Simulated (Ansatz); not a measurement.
Computed with PBE (plane waves to 420 eV, PAW; Ansatz, an electronic-structure program).

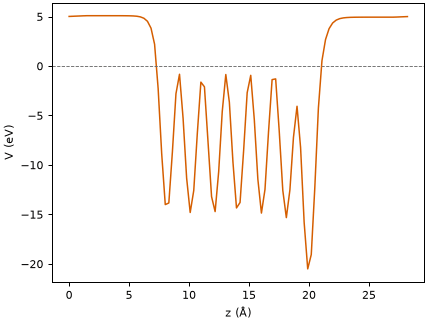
Figure: Plane-averaged electrostatic potential energy along the normal, in eV from the Fermi level, for a constructed model of the (100) surface of fcc Pd, a pseudomorphic layer of Mo in the host's stacking (bottom of the slab: a bare face, its two planes held)

Model: 7-atom slab, 12.2 Å thick at the start, 13x13x1 mesh, Fermi-Dirac 0.1 eV, dipole correction, 2 atoms held, the rest relaxed; held to the start's symmetry, so lower structures may exist; no spin, no spin-orbit, no U. It is one candidate, not shown to be the stable structure of the face.

The vacuum level lies 4.93 eV above the Fermi level over the top face and 5.08 eV above it under the bottom face.
